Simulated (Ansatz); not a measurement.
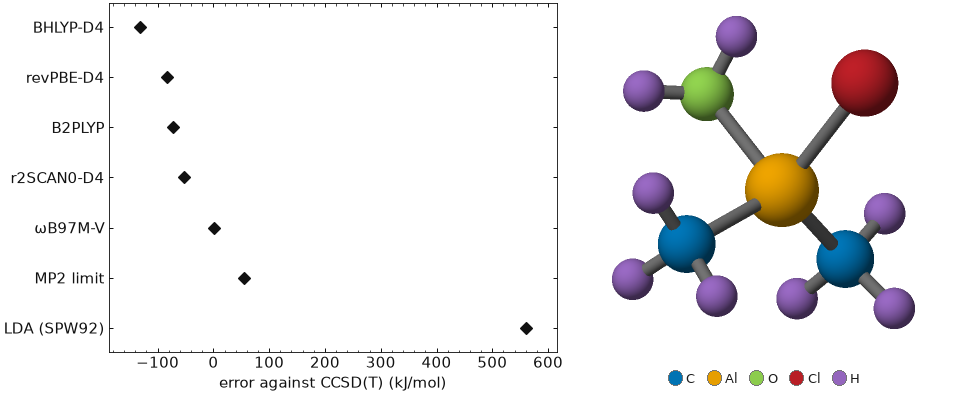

Error in the electronic atomisation energy (method less reference, so positive means overbinding) of C₂H₈AlClO, SMILES [CH3][Al-]([CH3])([OH2+])[Cl], singlet: functionals in def2-TZVPP against frozen-core CCSD(T) at the limit (MP2 extrapolated from triple and quadruple zeta, plus CCSD(T) less MP2 in a smaller set), which gives 4669.5 kJ/mol, at a PBE0-D4/def2-TZVP geometry (a minimum by its frequencies), no zero-point or spin-orbit term, the Ansatz code 0.2.0. The reference leaves out core correlation, a term that grows with the number of heavy atoms. B2PLYP holds a correlation term that converges slowly with the basis, so part of the distance to the limit is basis error. No dispersion term is added to B2PLYP. Limit means the basis limit.

What range do the values span?

Answer. From −132.0 kJ/mol (BHLYP-D4) to 560.0 kJ/mol (LDA (SPW92)).

Give the values.

Answer.
```
      level  kJ/mol
   BHLYP-D4  −132.0
  revPBE-D4   −83.8
     B2PLYP   −73.1
 r2SCAN0-D4   −52.1
    ωB97M-V     1.3
  MP2 limit    54.0
LDA (SPW92)   560.0
```
